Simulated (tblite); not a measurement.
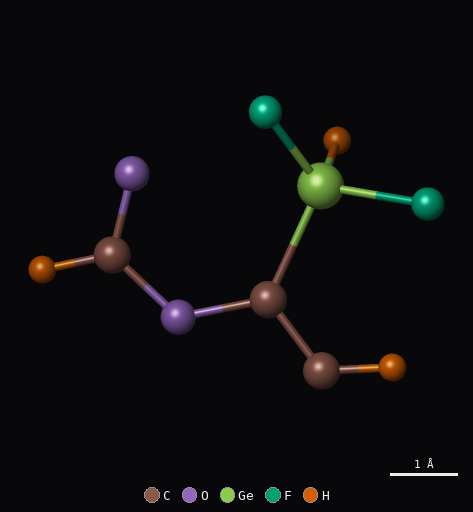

C3H3F2GeO2 (multiplicity 2), before the relaxation. Style: ball-and-stick. Shown face on.

Level of theory: GFN2-xTB geometry optimisation, gas phase (tblite 0.8.0).

```xyz
11

C    -0.4697    1.9641    0.7064
C     0.0123    0.8151    0.2216
O     1.3631    0.8110   -0.0893
C     2.0578   -0.2429   -0.5999
O     1.4636   -1.3434   -0.7748
Ge   -1.1724   -0.6490    0.0687
F    -2.5776   -0.2684    1.0815
F    -0.5741   -2.1855    0.5708
H    -1.4872    2.1102    1.0001
H     3.1117   -0.2329   -0.8386
H    -1.7221   -0.7758   -1.3724
```

Q: What does the optimiser find from here?

A: H11 moves most after the best rigid fit: 2.11 Å. By element the largest moves are H 2.11 Å, F 1.59 Å, O 1.25 Å, Ge 1.18 Å, C 0.97 Å. Near-neighbour distances that change, for instance: C2–Ge6 1.890 → 3.693 Å, C1–Ge6 2.780 → 3.930 Å, O5–Ge6 2.853 → 2.512 Å, Ge6–H11 1.548 → 1.720 Å. Bonds break, among them: C2–Ge6 (1.89 → 3.69 Å). Among the angles between lasting bonds that change: C1–C2–O3 115.8° → 177.4°, C2–C1–H9 124.1° → 177.5°, O3–C4–H10 125.0° → 108.9°. The energy falls by 170.9 kJ/mol in 150 geometry steps. Cost: 0.9 s on 1 thread of Arm Neoverse V1, with other jobs on the host.

Final geometry:

```xyz
11

C    -0.3347    1.9198    1.0466
C     0.6581    1.3277    0.7382
O     1.7831    0.7247    0.4146
C     1.8380   -0.0999   -0.6088
O     0.9545   -0.3749   -1.3813
Ge   -1.2691   -1.4045   -0.8305
F    -2.2350    0.0856   -0.4267
F    -0.4615   -1.6070    0.8017
H    -1.2185    2.4011    1.3392
H     2.8577   -0.5084   -0.6844
H    -2.5672   -2.4617   -0.4345
```

The end point in the same view:

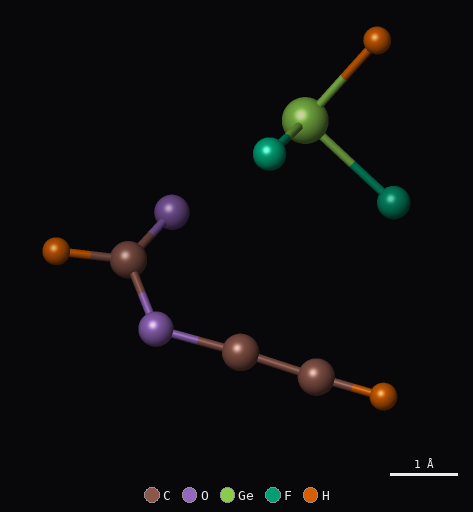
